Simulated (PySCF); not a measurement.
## Two runs on C5H12Si

System: C5H12Si.
Method of run 1: GIAO PBE0/pcSseg-1 NMR shielding, non-relativistic, IEF-PCM chloroform (PySCF 2.14.0).

The geometry comes from this level: PBE0-D3(BJ)/def2-SVP. Text and figures count atoms from 1; the logs count them from 0 in places.

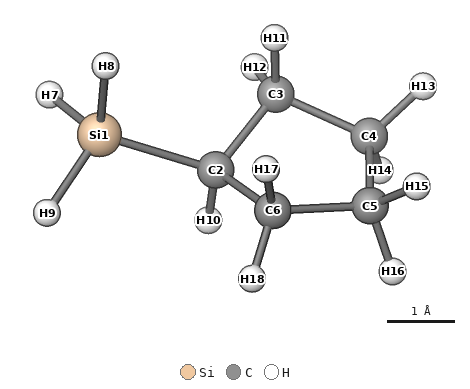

Fig. 1: The structure (ball-and-stick view, seen at a tilt; atoms are numbered from 1 in the order of the input). Bond lengths as drawn: C–C 1.53 to 1.55 Å, C–H 1.10 to 1.11 Å, C–Si 1.89 Å and H–Si 1.50 Å.

## Input file, run 1
```
{"job": {"kind": "nmr", "xc": "PBE0", "basis": "pcSseg-1", "solvent": "chloroform", "pop": true}, "charge": 0, "multiplicity": 1}
Si     2.419298    -0.434085     0.120920
C      0.555074    -0.551903    -0.136520
C     -0.295916    -0.187467     1.085673
C     -1.711183    -0.052065     0.514253
C     -1.524565     0.447550    -0.936364
C     -0.008021     0.386960    -1.212742
H      2.871821    -1.365351     1.201763
H      2.785187     0.964112     0.515248
H      3.157348    -0.778150    -1.135025
H      0.325318    -1.596825    -0.421338
H      0.041704     0.782864     1.492315
H     -0.225135    -0.920805     1.903628
H     -2.345326     0.616342     1.116186
H     -2.203960    -1.037044     0.516126
H     -1.911576     1.468679    -1.072860
H     -2.077535    -0.190594    -1.642373
H      0.433563     1.391499    -1.090885
H      0.231403     0.059219    -2.235688
```

The first line tells a small driver script what to run in PySCF; the rest is the geometry in Å.

Command:
```bash
OMP_NUM_THREADS=1 python <driver script> task.json out
```

Hardware: 1 CPU thread, shared host.

## Output (run 1)
```
coarse grid: 14496 points
cycle   1  E = -486.7655553250  dE =  3.680e-01  |g| = 3.662e-01  |ddm| = 3.621e+00
cycle   2  E = -486.7470647585  dE =  1.849e-02  |g| = 4.625e-01  |ddm| = 7.590e-01
cycle   3  E = -486.8030223839  dE = -5.596e-02  |g| = 3.544e-02  |ddm| = 4.507e-01
cycle   4  E = -486.8032736204  dE = -2.512e-04  |g| = 9.996e-03  |ddm| = 3.887e-02
cycle   5  E = -486.8032909043  dE = -1.728e-05  |g| = 5.518e-03  |ddm| = 1.267e-02
cycle   6  E = -486.8032982999  dE = -7.396e-06  |g| = 3.149e-04  |ddm| = 4.709e-03
final grid: 132432 points
cycle   7  E = -486.8402561223  dE = -3.179e-05  |g| = 7.711e-03  |ddm| = 2.883e-02
cycle   8  E = -486.8402448553  dE =  1.127e-05  |g| = 1.026e-02  |ddm| = 1.613e-02
cycle   9  E = -486.8402719852  dE = -2.713e-05  |g| = 4.095e-04  |ddm| = 9.081e-03
cycle  10  E = -486.8402720147  dE = -2.953e-08  |g| = 1.609e-04  |ddm| = 4.665e-04
cycle  11  E = -486.8402720205  dE = -5.806e-09  |g| = 4.509e-05  |ddm| = 1.571e-04
cycle  12  E = -486.8402720210  dE = -5.003e-10  |g| = 4.601e-06  |ddm| = 5.244e-05
converged SCF energy = -486.8402720210

GIAO shielding tensors (ppm)
atom      isotropic    diamagn.    paramagn.     s11        s22        s33       span
  0 Si     411.894     879.289    -467.395    371.185    391.396    473.102    101.917
  1 C      161.212     251.666     -90.454    141.683    168.758    173.194     31.511
  2 C      150.060     247.751     -97.691    124.538    155.626    170.016     45.479
  3 C      156.343     246.951     -90.608    128.410    165.828    174.790     46.381
  4 C      158.499     246.726     -88.227    128.180    171.500    175.815     47.635
  5 C      151.664     247.737     -96.073    123.843    157.630    173.518     49.674
  6 H       27.346      28.282      -0.936     23.775     25.308     32.954      9.178
  7 H       27.751      28.654      -0.903     24.566     26.033     32.655      8.089
  8 H       27.354      28.240      -0.886     23.777     25.326     32.958      9.181
  9 H       30.473      32.250      -1.778     26.705     27.856     36.857     10.153
 10 H       30.240      31.619      -1.379     24.961     29.436     36.322     11.360
 11 H       29.516      30.818      -1.301     24.316     27.829     36.404     12.088
 12 H       29.512      29.249       0.264     24.525     27.054     36.958     12.433
 13 H       29.770      29.971      -0.201     24.494     27.694     37.123     12.629
 14 H       29.595      29.343       0.252     24.377     27.380     37.027     12.650
 15 H       29.632      29.466       0.166     24.296     27.566     37.034     12.738
 16 H       30.122      31.481      -1.359     24.414     29.695     36.257     11.843
 17 H       29.469      30.594      -1.125     24.240     27.905     36.262     12.022
```

The input of run 2 differs as follows (lines with − go, lines with + come):
```diff
-"solvent": "chloroform"
-"pop": true
+"solvent": "water"
+"pop": false
```

What does this change do to the results?

The total energy of run 2 is 0.20 kcal/mol lower: the change of the electrostatic solvation energy at this fixed geometry, without cavity or dispersion terms. The dipole moment goes from 1.09 to 1.15 D. Of all shieldings, the largest change is that of C4, C5 and C6, by +0.2 ppm. The number of SCF iterations is the same.

## Output (run 2)
```
coarse grid: 14496 points
cycle   1  E = -486.7661194169  dE =  3.676e-01  |g| = 3.645e-01  |ddm| = 3.621e+00
cycle   2  E = -486.7490851078  dE =  1.703e-02  |g| = 4.551e-01  |ddm| = 7.513e-01
cycle   3  E = -486.8033597652  dE = -5.427e-02  |g| = 3.423e-02  |ddm| = 4.386e-01
cycle   4  E = -486.8035926837  dE = -2.329e-04  |g| = 1.009e-02  |ddm| = 3.712e-02
cycle   5  E = -486.8036107727  dE = -1.809e-05  |g| = 5.405e-03  |ddm| = 1.248e-02
cycle   6  E = -486.8036178694  dE = -7.097e-06  |g| = 3.110e-04  |ddm| = 4.598e-03
final grid: 132432 points
cycle   7  E = -486.8405740287  dE = -3.191e-05  |g| = 7.673e-03  |ddm| = 2.883e-02
cycle   8  E = -486.8405634925  dE =  1.054e-05  |g| = 1.009e-02  |ddm| = 1.590e-02
cycle   9  E = -486.8405897869  dE = -2.629e-05  |g| = 3.983e-04  |ddm| = 8.829e-03
cycle  10  E = -486.8405898144  dE = -2.746e-08  |g| = 1.615e-04  |ddm| = 4.447e-04
cycle  11  E = -486.8405898203  dE = -5.885e-09  |g| = 4.381e-05  |ddm| = 1.561e-04
cycle  12  E = -486.8405898208  dE = -4.732e-10  |g| = 4.568e-06  |ddm| = 5.104e-05
converged SCF energy = -486.8405898208

GIAO shielding tensors (ppm)
atom      isotropic    diamagn.    paramagn.     s11        s22        s33       span
  0 Si     411.784     879.299    -467.516    370.971    391.124    473.255    102.284
  1 C      161.305     251.613     -90.308    141.657    168.929    173.329     31.672
  2 C      150.208     247.799     -97.591    124.620    155.816    170.187     45.566
  3 C      156.512     247.032     -90.520    128.516    166.052    174.967     46.451
  4 C      158.651     246.808     -88.157    128.284    171.656    176.013     47.728
  5 C      151.814     247.789     -95.975    123.931    157.823    173.688     49.757
  6 H       27.367      28.328      -0.961     23.804     25.328     32.969      9.165
  7 H       27.774      28.704      -0.930     24.599     26.055     32.666      8.067
  8 H       27.376      28.287      -0.911     23.807     25.347     32.974      9.167
  9 H       30.414      32.179      -1.765     26.623     27.793     36.826     10.203
 10 H       30.227      31.612      -1.385     24.942     29.421     36.317     11.375
 11 H       29.504      30.800      -1.296     24.291     27.815     36.406     12.115
 12 H       29.512      29.250       0.261     24.518     27.051     36.966     12.449
 13 H       29.755      29.962      -0.207     24.475     27.668     37.121     12.646
 14 H       29.592      29.345       0.247     24.369     27.373     37.033     12.664
 15 H       29.621      29.459       0.162     24.280     27.547     37.037     12.757
 16 H       30.110      31.473      -1.364     24.396     29.680     36.253     11.857
 17 H       29.458      30.577      -1.120     24.217     27.892     36.265     12.048
```

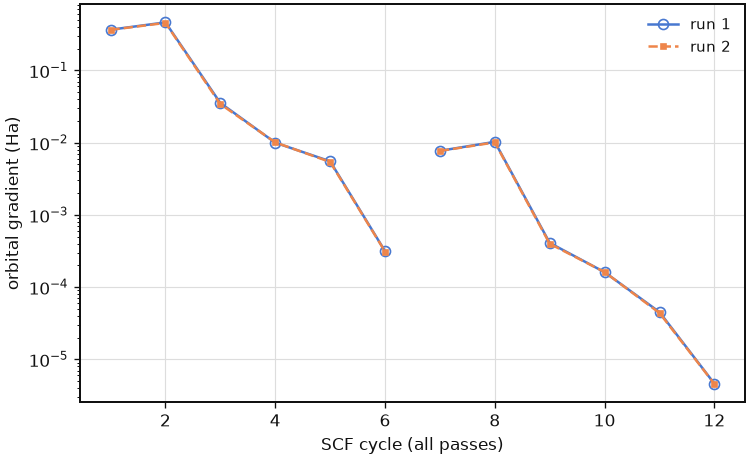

Fig. 2: Convergence of the two runs: orbital gradient against the SCF cycle. A break in a curve parts two SCF passes (coarse and final grid). Run 1 takes 12 cycles in all, and run 2 takes 12.

## The two runs side by side

| quantity | run 1 | run 2 |
| --- | --- | --- |
| outcome | converged | converged |
| total energy (hartree) | −486.840272 | −486.840590 |
| HOMO (eV) | −8.25 | −8.22 |
| LUMO (eV) | 0.97 | 0.99 |
| dipole moment (D) | 1.09 | 1.15 |
| shielding of Si1 (ppm) | 411.9 | 411.8 |
| shielding of C2 (ppm) | 161.2 | 161.3 |
| shielding of C3 (ppm) | 150.1 | 150.2 |
| shielding of C4 (ppm) | 156.3 | 156.5 |
| shielding of C5 (ppm) | 158.5 | 158.7 |
| shielding of C6 (ppm) | 151.7 | 151.8 |
| shielding of H10 (ppm) | 30.5 | 30.4 |
| SCF iterations | 12 | 12 |
| basis functions | 169 | 169 |
| wall time (shared host) | 29 s | 26 s |
